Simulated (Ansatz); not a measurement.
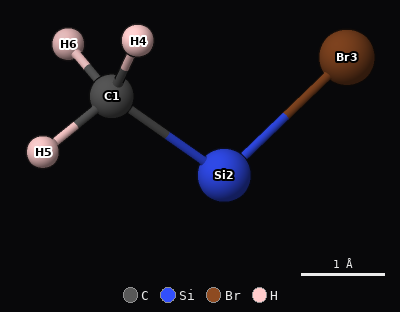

This is the input geometry for a relaxation of CH₃BrSi (coarse preliminary run). The picture is a ball-and-stick view, seen at a tilt.

The start comes from a force field.

The calculation used RKS PBE-D4/def2-SVP in Ansatz 0.2.0.

Input
```yaml
crystal:
  periodic: [false, false, false]
  atoms:
    - {symbol: C, position_ang: [-0.410600, 0.347500, -0.205200]}
    - {symbol: Si, position_ang: [0.084500, -0.750100, 1.124100]}
    - {symbol: Br, position_ang: [2.029600, -1.596500, 0.572800]}
    - {symbol: H, position_ang: [0.323800, 1.225400, -0.360600]}
    - {symbol: H, position_ang: [-1.431700, 0.825900, -0.002900]}
    - {symbol: H, position_ang: [-0.553500, -0.116200, -1.174400]}
basis:
  gaussian: {orbitals: def2-SVP}
hamiltonian: {xc: pbe, dispersion: d4}
relax: {f_tol: 0.03, max_steps: 200}
```

**Where does the relaxation end?**

The energy falls by 30.8 kJ/mol in 5 geometry steps. Largest force component: 3.1 eV/Å at the start, 0.026 eV/Å at the end. The largest move after the best rigid fit is that of Si2, 0.15 Å. By element the largest moves are Si 0.15 Å, Br 0.13 Å, H 0.10 Å, C 0.04 Å. Among the contacts that change: C1–Si2 1.794 → 1.915 Å, Si2–Br3 2.192 → 2.290 Å, C1–H4 1.155 → 1.113 Å, C1–H5 1.146 → 1.110 Å. Among the angles between lasting bonds that change: C1–Si2–Br3 107.2° → 98.2°, H5–C1–H6 102.7° → 109.0°, Si2–C1–H6 115.9° → 111.3°.

The structure at the end:

```xyz
6

C    -0.4374    0.3807   -0.2086
Si    0.0155   -0.7730    1.2506
Br    2.0232   -1.5350    0.4542
H     0.3335    1.1728   -0.3355
H    -1.4196    0.8690   -0.0377
H    -0.4730   -0.1785   -1.1690
```

After the run, drawn alike:

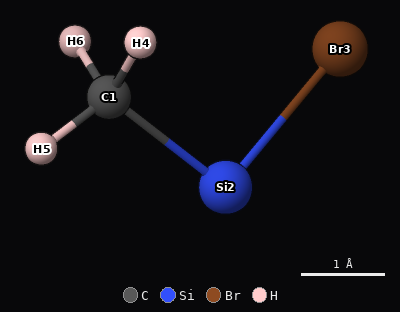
